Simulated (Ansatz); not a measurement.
Consider Zr$_{4}$GePd.

```xyz
24
Lattice="7.9386 0.0000 0.0000 0.0000 0.0000 -7.9386 0.0000 7.9386 0.0000" Properties=species:S:1:pos:R:3 pbc="T T T"
Zr    6.9499    2.9806   -6.9499
Zr    2.9806    6.9499   -6.9499
Zr    2.9806    2.9806   -2.9806
Zr    6.9499    6.9499   -2.9806
Zr    6.9499    0.9887   -4.9580
Zr    2.9806    4.9580   -4.9580
Zr    2.9806    0.9887   -0.9887
Zr    6.9499    4.9580   -0.9887
Zr    4.9580    2.9806   -4.9580
Zr    0.9887    6.9499   -4.9580
Zr    0.9887    2.9806   -0.9887
Zr    4.9580    6.9499   -0.9887
Zr    4.9580    0.9887   -6.9499
Zr    0.9887    4.9580   -6.9499
Zr    0.9887    0.9887   -2.9806
Zr    4.9580    4.9580   -2.9806
Ge    1.9846    1.9846   -5.9539
Ge    5.9539    5.9539   -5.9539
Ge    5.9539    1.9846   -1.9846
Ge    1.9846    5.9539   -1.9846
Pd    3.9693    0.0000   -3.9693
Pd    0.0000    3.9693   -3.9693
Pd    0.0000    0.0000    0.0000
Pd    3.9693    3.9693    0.0000
```

Space group F-43m; a structure generated by program, which may or may not match a known phase.

The calculation used Ansatz, DFT PBE, scalar-relativistic, plane waves, PAW.

What will maps of the valence pseudo-density and electron localisation function show?

Zr–Zr (2.82 Å): the density is about 0.31 e/Å³ at the midpoint; the ELF is about 0.25 at the midpoint: no shared electron pair shows on this line.
Zr–Ge (3.29 Å): ρ at the midpoint is about 0.15 e/Å³; the ELF peaks at about 0.55 in the valence shell of Ge, 1.3 Å from its nucleus, and drops to about 0.10 between the two atoms; no shared electron pair shows on this line.
Zr–Pd (3.29 Å): ρ is about 0.15 e/Å³ halfway; the ELF is about 0.25 at the midpoint (no localised pair shows between them).

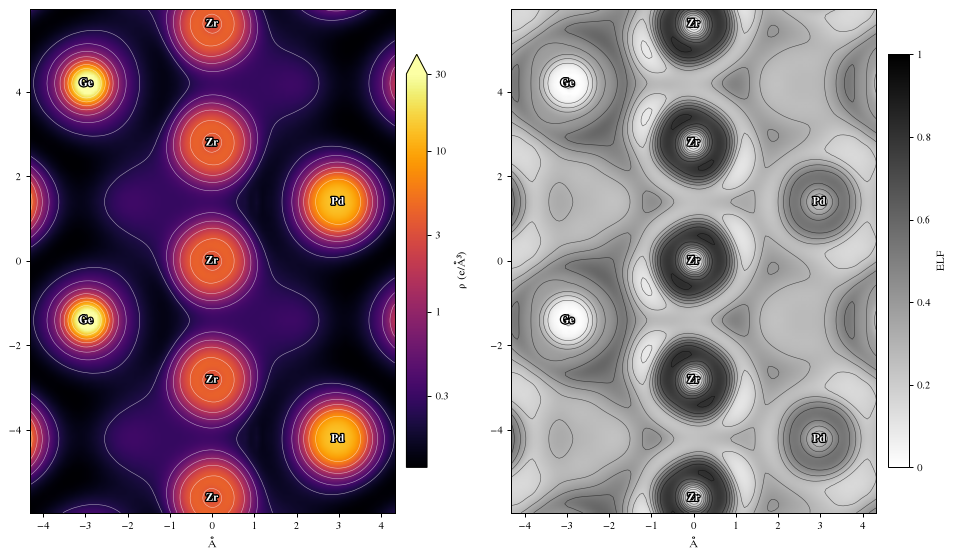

Computed valence pseudo-density and electron localisation function on the (101) plane of the conventional cell, in this order. 
